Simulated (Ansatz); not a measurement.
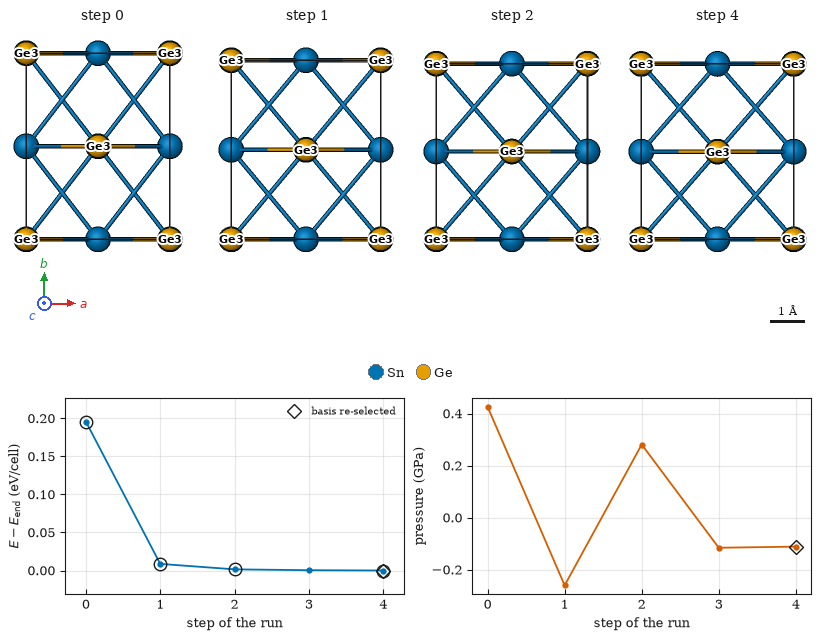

Frames of a relaxation of a crystal of Sn₂Ge (a generated structure, set up in Fmmm) (coarse preliminary run), marked on the history of the run. Style: ball-and-stick. Shown: the conventional cell (4 times the calculation's cell), along the c axis. Lengths and directions refer to the drawn axes.

The calculation used DFT PBE, scalar-relativistic, plane waves, PAW in Ansatz. (plane-wave cutoff 420 eV; k-point mesh 6 × 6 × 6; occupations gaussian; smearing width 0.1 eV; no spin polarisation; cell and atoms relaxed; force threshold 0.04 eV/Å; at most 70 steps)

**Describe the path.**

The energy falls by 0.196 eV per cell of the calculation in 3 accepted moves (4 points after the start). The largest force component goes from 0.73 to 0.0077 eV/Å. The pressure goes from 0.43 to −0.11 GPa. At 1 point the geometry stayed and the basis and grid were re-selected for the new cell (energy shift of 0.4 meV per cell of the calculation at most each time). The largest moves relative to the cell, 0.17 Å, are those of Sn atoms. Ge stays in place. The drawn cell changes as follows: a 4.265 → 4.528 Å (+6.2 %), b 5.528 → 5.211 Å (−5.7 %), c 12.796 → 12.792 Å (0.0 %); the volume changes by +0.1 %. Near-neighbour distances that change, for instance: Sn–Sn 3.016 → 3.345 Å, Sn–Sn 3.491 → 3.452 Å, Ge–Sn 3.016 → 2.999 Å. Among the angles between lasting bonds that change: Sn–Ge–Sn 90.0° → 82.0°, Ge–Sn–Ge 90.0° → 98.0°, Sn–Ge–Sn 90.0° → 98.0°. The space group stays Fmmm (No. 69). From step 0 to 1: Sn atoms move most (0.15 Å), volume +0.5 %, energy −0.187 eV per cell of the calculation. From step 1 to 2: Sn atoms move most (0.02 Å), volume −1.0 %, energy −7.2 meV per cell of the calculation. From step 2 to 4: volume +0.6 %, energy −1.5 meV per cell of the calculation.

| step | E − E(0), meV/atom | largest force component, eV/Å | pressure, GPa | volume, Å³/atom | note |
| --- | --- | --- | --- | --- | --- |
| 0 | 0.00 | 0.7272 | 0.43 | 25.142 |  |
| 1 | -62.35 | 0.0529 | -0.26 | 25.256 |  |
| 2 | -64.75 | 0.0207 | 0.28 | 25.001 |  |
| 3 | -65.13 | 0.0077 | -0.12 | 25.155 |  |
| 4 | -65.25 | 0.0077 | -0.11 | 25.155 | same geometry, new basis |
